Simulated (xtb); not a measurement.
Molecular dynamics of GaNH$_{3}$SF

The run: molecular dynamics of GaNH$_{3}$SF, SMILES [NH2][Ga]([F])[SH]. Method and program: GFN-FF (xtb 6.7.1).

The starting geometry was optimised with GFN2-xTB.

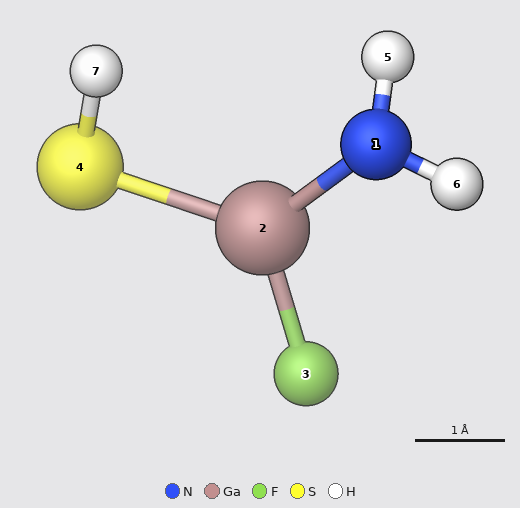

**Figure 1.** The starting structure (ball-and-stick view, seen at a tilt; atoms are numbered from 1 in the order of the input). Sticks mark near contacts.

Summary

| quantity | value |
| --- | --- |
| outcome | finished |
| trajectory | 20 frames kept, 950 fs |
| potential energy (first step) | −0.805140 hartree |
| dispersion energy (first step) | −0.002588 hartree |
| hardware | 1 thread of Intel Xeon @ 2.50GHz (Skylake/Cascade Lake), 16 GiB of memory available, shared host |
| peak memory | 0.07 GiB |

The input (coord)
```
$coord
      0.937020698896      2.242651375661      0.283647891306  n
      0.461527811417     -1.223163028687      0.296025597423  ga
      3.045029088177     -2.902921683605      1.532473400765  f
     -3.067233370141     -3.237497693970     -0.712067701020  s
      0.277355103311      3.249610838429     -1.209084569058  h
      2.744411456272      2.782980766475      0.626822155538  h
     -4.282289473753     -1.040332026129     -0.904177258850  h
$end
```

File xcontrol
```
$md
   temp=300
   time=1
   step=2
   dump=50
   hmass=4
   shake=0
$end
```

Run as:
```bash
xtb coord --gff --chrg 0 -I xcontrol --md -P 1 > run.log
```

What the program printed
```
* xtb version 6.7.1
   ID    Z sym.   atoms
    1    7 n      1
    2   31 ga     2
    3    9 f      3
    4   16 s      4
    5    1 h      5-7

           -------------------------------------------------
          |                Calculation Setup                |
           -------------------------------------------------

          program call               : xtb coord --gff --chrg 0 -I xcontrol --md -P 1
          coordinate file            : coord
          omp threads                :                     1

          ==================== Thresholds ====================
          CN  :   150.00000
          rep :   500.00000
          disp:  2500.00000
          HB1 :   250.00000
          HB2 :   450.00000

          Pauling EN used:
          Z : 1  EN :  2.20
          Z : 7  EN :  3.04
          Z : 9  EN :  3.98
          Z :16  EN :  2.58
          Z :31  EN :  1.81
          electric field strengths (au): 0.000

           -------------------------------------------------
          |           Force Field Initialization            |
           -------------------------------------------------

          distances ...
          ----------------------------------------
          generating topology and atomic info file ...
          pair mat ...
          computing topology distances matrix with Floyd-Warshall algo ...
          making topology EEQ charges ...
          #fragments for EEQ constrain: 1
          ----------------------------------------
          generating topology and atomic info file ...
          pair mat ...
          computing topology distances matrix with Floyd-Warshall algo ...
          making topology EEQ charges ...
          #fragments for EEQ constrain: 1
          rings ...
          # BATM   16
          # H in HB   3

  atom   neighbors  erfCN metchar sp-hybrid imet pi  qest     coordinates
    1  n       3    2.78   0.00         2    0    0  -0.255    0.937021    2.242651    0.283648
    2  ga      3    2.78   0.02         2    1    0   0.136    0.461528   -1.223163    0.296026
    3  f       1    0.98   0.00         0    0    0  -0.241    3.045029   -2.902922    1.532473
    4  s       2    1.91   0.00         3    0    0  -0.042   -3.067233   -3.237498   -0.712068
    5  h       1    0.98   0.00         0    0    0   0.156    0.277355    3.249611   -1.209085
    6  h       1    0.98   0.00         0    0    0   0.156    2.744411    2.782981    0.626822
    7  h       1    0.98   0.00         0    0    0   0.092   -4.282289   -1.040332   -0.904177

          #atoms :   7
          #bonds :   6
          #angl  :   7
          #tors  :   7
          #nmol  :   1
          #optfrag :   1
           -------------------------------------------------
          |                   G F N - F F                   |
          |          A general generic force-field          |
          |                  Version 1.0.3                  |
           -------------------------------------------------
          Number of HB bonds (bound hydrogen)     18
          Number of HB bonds (unbound hydrogen)   36
          Number of XB bonds                      0

 E+G (total)                   0 d,  0 h,  0 min,  0.000 sec
 distance/D3 list               ...        0 min,  0.000 sec (  0.841%)
 non bonded repulsion           ...        0 min,  0.000 sec ( 12.421%)
 dCN                            ...        0 min,  0.000 sec (  5.950%)
 EEQ energy and q               ...        0 min,  0.000 sec ( 14.669%)
 D3                             ...        0 min,  0.000 sec (  9.274%)
 EEQ gradient                   ...        0 min,  0.000 sec (  2.284%)
 bonds                          ...        0 min,  0.000 sec (  6.640%)
 bend and torsion               ...        0 min,  0.000 sec ( 14.920%)
 bonded ATM                     ...        0 min,  0.000 sec (  4.222%)
 HB/XB (incl list setup)        ...        0 min,  0.000 sec ( 22.150%)

         :::::::::::::::::::::::::::::::::::::::::::::::::::::
         ::                     SUMMARY                     ::
         :::::::::::::::::::::::::::::::::::::::::::::::::::::
         :: total energy              -0.805139779532 Eh    ::
         :: gradient norm              0.043397912008 Eh/a0 ::
         ::.................................................::
         :: bond energy               -0.799757366639 Eh    ::
         :: angle energy               0.002688319270 Eh    ::
         :: torsion energy             0.001355398273 Eh    ::
         :: repulsion energy           0.033416406366 Eh    ::
         :: electrostat energy        -0.040216572206 Eh    ::
         :: dispersion energy         -0.002588045665 Eh    ::
         :: HB energy                 -0.000000276757 Eh    ::
         :: XB energy                  0.000000000000 Eh    ::
         :: bonded atm energy         -0.000037642175 Eh    ::
         :: external energy            0.000000000000 Eh    ::
         :: add. restraining           0.000000000000 Eh    ::
         :: total charge              -0.000000000000 e     ::
         :::::::::::::::::::::::::::::::::::::::::::::::::::::

           -------------------------------------------------
          |                Property Printout                |
           -------------------------------------------------

molecular dipole:
                 x           y           z       tot (Debye)
 q only:       -0.616       0.940      -0.579       3.213

           -------------------------------------------------
          | TOTAL ENERGY               -0.805139779532 Eh   |
          | GRADIENT NORM               0.043397912008 Eh/α |
           -------------------------------------------------
           -------------------------------------------------
          |               Molecular Dynamics                |
           -------------------------------------------------
 trajectories on xtb.trj or xtb.trj.<n>

 MD time /ps        :    1.00
 dt /fs             :    2.00
 SCC accuracy       :    2.00
 temperature /K     :  300.00
 max steps          :   500
 block length (av.) :  2500
 dumpstep(trj) /fs  :   50.00    25
 dumpstep(coords)/fs: 1000.00   500
 H atoms mass (amu) :     4
 # deg. of freedom  :    21
 SHAKE off
 Berendsen THERMOSTAT on
         time (ps)    <Epot>      Ekin   <T>   T     Etot
      0    0.00      0.00000   0.0228    0.    0.    -0.78234
    200    0.40     -0.79716   0.0105  424.  316.    -0.78988
    400    0.80     -0.79953   0.0141  399.  425.    -0.78954
 average properties
 Epot               : -0.79984917523813337
 Epot (accurate SCC): -0.80153442079052184
 Ekin               :   1.2705590923941010E-002
 Etot               : -0.78714358431419240
 T                  :   382.10591150618001
 thermostating problem
 normal exit of md()
########################################################################
[WARNING] Runtime exception occurred
-1- gfnff_setup: Could not read topology file.
########################################################################

------------------------------------------------------------------------
------------------------------------------------------------------------
 total:
 *  cpu-time:     0 d,  0 h,  0 min,  0.042 sec
 * ratio c/w:     1.000 speedup
 SCF:
 *  cpu-time:     0 d,  0 h,  0 min,  0.001 sec
 * ratio c/w:     0.998 speedup
 MD:
 *  cpu-time:     0 d,  0 h,  0 min,  0.038 sec
 * ratio c/w:     1.000 speedup
```

Standard error
```
normal termination of xtb
```

Trajectory as extended XYZ (Å, eV, eV/Å), 20 frames, from step=0 to step=19
```
7
Properties=species:S:1:pos:R:3 step=0 time_fs=0.0 energy=-21.90897
N     0.4959    1.1868    0.1501
Ga    0.2442   -0.6473    0.1567
F     1.6114   -1.5362    0.8109
S    -1.6231   -1.7132   -0.3768
H     0.1468    1.7196   -0.6398
H     1.4523    1.4727    0.3317
H    -2.2661   -0.5505   -0.4785
7
Properties=species:S:1:pos:R:3 step=1 time_fs=50.0 energy=-21.85402
N     0.8320    1.1938    0.1858
Ga    0.2004   -0.5734    0.0249
F     1.4243   -1.4642    0.8855
S    -1.5873   -1.8337   -0.3244
H     0.8677    1.7943   -0.6079
H     1.2644    1.2911    1.0537
H    -2.6949   -1.2788    0.2397
7
Properties=species:S:1:pos:R:3 step=2 time_fs=100.0 energy=-21.68266
N     1.0601    1.1994    0.3326
Ga    0.1496   -0.5098   -0.0857
F     1.2020   -1.4675    0.9423
S    -1.5675   -1.9154   -0.3096
H     1.5417    1.5228   -0.5267
H     0.9069    1.5232    1.2639
H    -2.0284   -1.6969    0.9740
7
Properties=species:S:1:pos:R:3 step=3 time_fs=150.0 energy=-21.67181
N     0.9403    1.2785    0.1877
Ga    0.1475   -0.4717   -0.1254
F     0.9782   -1.5731    0.9878
S    -1.5277   -1.8363   -0.2316
H     1.9570    1.0398   -0.0152
H     0.5892    1.4483    1.1279
H    -0.9251   -2.2126    0.9553
7
Properties=species:S:1:pos:R:3 step=4 time_fs=200.0 energy=-21.78877
N     0.9485    1.2295    0.3284
Ga    0.1992   -0.5021   -0.1575
F     0.9616   -1.5708    1.0315
S    -1.6157   -1.7867   -0.0928
H     1.9509    1.4322    0.2642
H     0.4406    2.0769    0.5215
H    -0.9161   -2.9398    0.0289
7
Properties=species:S:1:pos:R:3 step=5 time_fs=250.0 energy=-21.83688
N     0.7281    1.1578    0.1845
Ga    0.2519   -0.5481   -0.0773
F     1.1668   -1.5411    1.0243
S    -1.6347   -1.6793   -0.0379
H     1.5966    1.3015    0.5925
H     0.2314    1.9305   -0.1541
H    -1.3218   -2.6130   -0.9243
7
Properties=species:S:1:pos:R:3 step=6 time_fs=300.0 energy=-21.92682
N     0.5179    1.2246    0.0427
Ga    0.3181   -0.6698    0.0281
F     1.4902   -1.5399    0.9820
S    -1.7679   -1.5689   -0.0811
H     0.9601    1.5247    0.8755
H     0.2093    1.7635   -0.7778
H    -1.5491   -1.6711   -1.3763
7
Properties=species:S:1:pos:R:3 step=7 time_fs=350.0 energy=-21.72606
N     0.2810    1.1955   -0.0997
Ga    0.3197   -0.8054    0.1622
F     1.7550   -1.5174    0.8722
S    -1.6865   -1.3877   -0.1815
H     0.1282    1.8262    0.6804
H     0.3020    1.4634   -1.1284
H    -1.9188   -0.7681   -1.3440
7
Properties=species:S:1:pos:R:3 step=8 time_fs=400.0 energy=-21.78005
N     0.0207    0.9215   -0.3365
Ga    0.3746   -0.7867    0.2951
F     1.9269   -1.5180    0.7341
S    -1.7778   -1.3323   -0.3265
H    -0.3889    1.4920    0.3757
H     0.6892    1.2882   -1.0241
H    -1.9183   -0.0646   -0.8119
7
Properties=species:S:1:pos:R:3 step=9 time_fs=450.0 energy=-21.74804
N     0.2007    0.9217   -0.3242
Ga    0.2853   -0.7941    0.3645
F     1.8947   -1.4587    0.5293
S    -1.6368   -1.3549   -0.3843
H    -0.5524    1.5452   -0.2819
H     0.9337    1.2630   -0.8728
H    -2.0510   -0.0652   -0.1228
7
Properties=species:S:1:pos:R:3 step=10 time_fs=500.0 energy=-21.91219
N     0.5829    1.0545   -0.2508
Ga    0.2300   -0.6856    0.4213
F     1.8231   -1.4768    0.3073
S    -1.6875   -1.5192   -0.4407
H    -0.2289    1.4395   -0.7048
H     1.4787    1.1545   -0.6693
H    -2.5472   -0.8048    0.3563
7
Properties=species:S:1:pos:R:3 step=11 time_fs=550.0 energy=-21.77419
N     0.8675    1.0532   -0.3800
Ga    0.1392   -0.5736    0.4155
F     1.5876   -1.5744    0.1355
S    -1.5908   -1.6325   -0.3867
H     0.2823    1.7843   -0.8736
H     1.7540    1.1628    0.1113
H    -2.4038   -1.7332    0.6817
7
Properties=species:S:1:pos:R:3 step=12 time_fs=600.0 energy=-21.86197
N     1.0679    1.1212   -0.1366
Ga    0.0959   -0.4650    0.3354
F     1.2798   -1.7436    0.1276
S    -1.5771   -1.7313   -0.3377
H     0.6245    1.5613   -0.9653
H     1.9538    1.4553    0.2372
H    -1.5404   -2.3387    0.8371
7
Properties=species:S:1:pos:R:3 step=13 time_fs=650.0 energy=-21.74576
N     0.9286    1.2228   -0.0230
Ga    0.1365   -0.3986    0.2171
F     1.0854   -1.8641    0.2617
S    -1.6209   -1.7619   -0.1758
H     1.1013    1.5321   -0.9361
H     1.7396    1.1160    0.5226
H    -0.7487   -2.6665    0.2505
7
Properties=species:S:1:pos:R:3 step=14 time_fs=700.0 energy=-21.86529
N     1.0774    1.1993    0.0685
Ga    0.1150   -0.4702    0.0872
F     1.2058   -1.8043    0.4773
S    -1.6539   -1.7249    0.0137
H     1.1559    1.6341   -0.8049
H     1.4907    1.7028    0.8233
H    -1.0089   -2.6045   -0.7802
7
Properties=species:S:1:pos:R:3 step=15 time_fs=750.0 energy=-21.82422
N     1.0244    1.1724    0.1041
Ga    0.1842   -0.5659   -0.0083
F     1.4322   -1.6273    0.6778
S    -1.7278   -1.6776    0.1082
H     1.1639    1.7084   -0.7496
H     0.7542    1.5379    1.0464
H    -1.7826   -1.9719   -1.2288
7
Properties=species:S:1:pos:R:3 step=16 time_fs=800.0 energy=-21.86940
N     0.4814    1.1890    0.1058
Ga    0.2971   -0.6978   -0.0816
F     1.5962   -1.4882    0.8144
S    -1.7558   -1.5357    0.1278
H     1.3015    1.3003   -0.5007
H     0.4783    1.4990    1.1041
H    -2.2664   -1.0822   -1.0691
7
Properties=species:S:1:pos:R:3 step=17 time_fs=850.0 energy=-21.88327
N     0.2745    1.0584    0.0905
Ga    0.3607   -0.8474   -0.1152
F     1.6902   -1.3874    0.8782
S    -1.7310   -1.3639    0.1042
H     0.8929    1.7411   -0.2917
H    -0.2469    1.4076    0.8628
H    -2.1602   -0.2228   -0.5117
7
Properties=species:S:1:pos:R:3 step=18 time_fs=900.0 energy=-21.69506
N     0.0919    0.9245    0.1291
Ga    0.4342   -0.8660   -0.1248
F     1.7330   -1.3897    0.9062
S    -1.7796   -1.2545    0.0583
H     0.7031    1.4904   -0.4047
H    -0.6922    1.3059    0.5454
H    -1.9824    0.0576    0.1861
7
Properties=species:S:1:pos:R:3 step=19 time_fs=950.0 energy=-21.84910
N     0.1574    1.1022   -0.0515
Ga    0.4027   -0.8362   -0.0789
F     1.7079   -1.4803    0.8918
S    -1.7409   -1.3252   -0.0105
H     0.9013    1.6079   -0.5628
H    -0.3921    1.4447    0.7148
H    -2.3514   -0.3445    0.6277
```

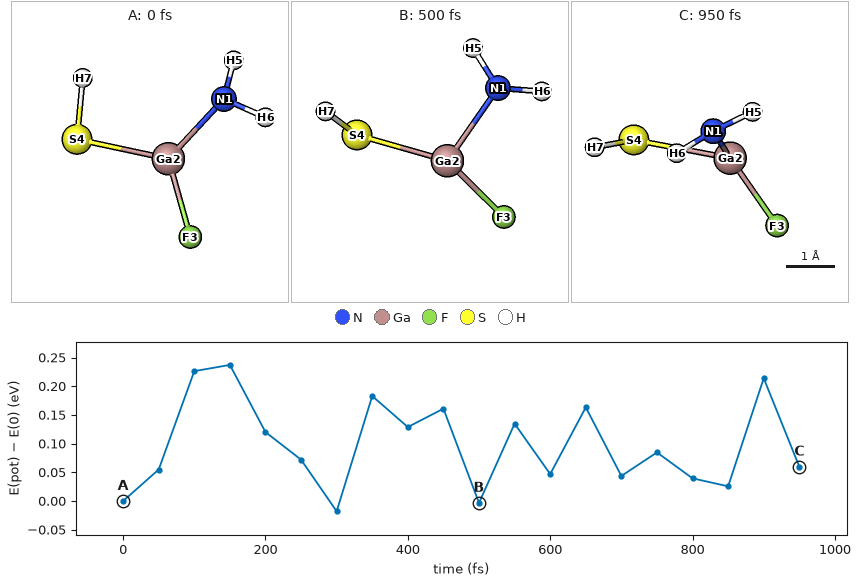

**Figure 2.** Frames of the molecular dynamics (ball-and-stick, seen at a tilt) above the curves, on which the letters mark them. The trajectory kept here has 20 frames over 950 fs. The potential energy ends 0.060 eV above its first value. After an unweighted best fit of the last frame on the first, the root-mean-square displacement is 0.86 Å, and H6 has moved furthest (1.69 Å).
